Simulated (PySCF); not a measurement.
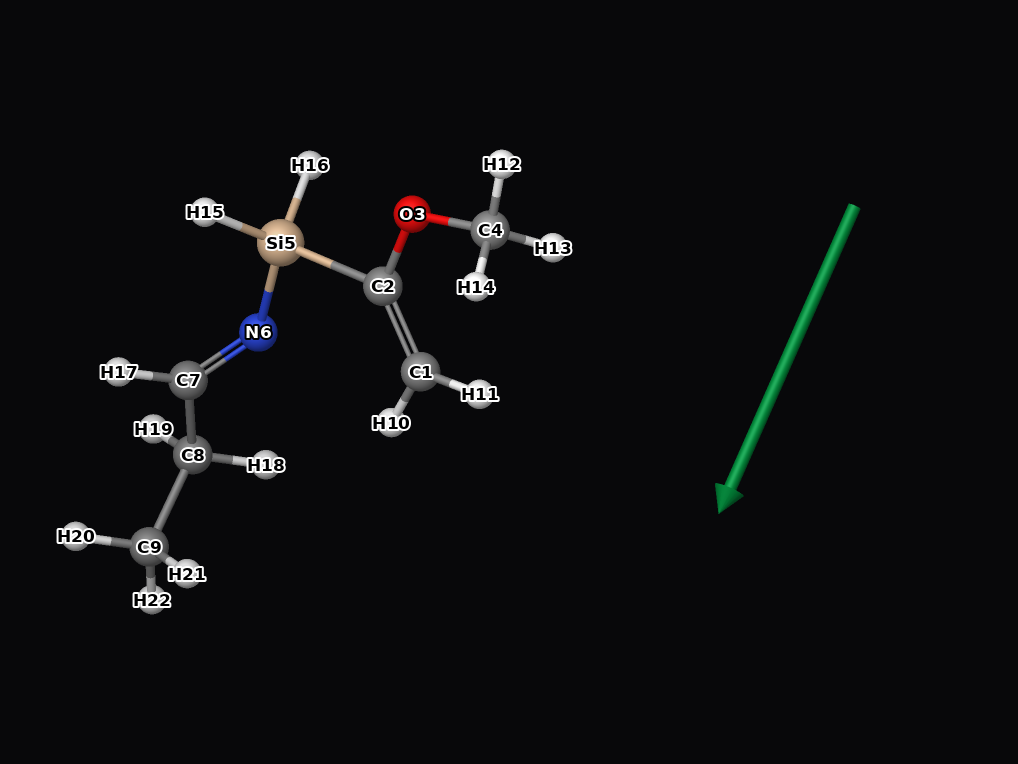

The arrow beside the molecule shows the direction of the dipole moment, from the negative to the positive end (its length means nothing). Computed geometry: GFN2-xTB optimisation. No frequency run is at hand to confirm it as a minimum. Method: PBE0/pcSseg-1, gas phase (PySCF 2.14.0).

### How large is the dipole moment?

1.54 D; it points from the side of H12 to the side of H22 (the outermost atoms at the two ends).

The geometry is semi-empirical. Around Si such bond lengths and angles can be off by a tenth of an ångström or more and by several degrees, and values that hang on the shape move with them.
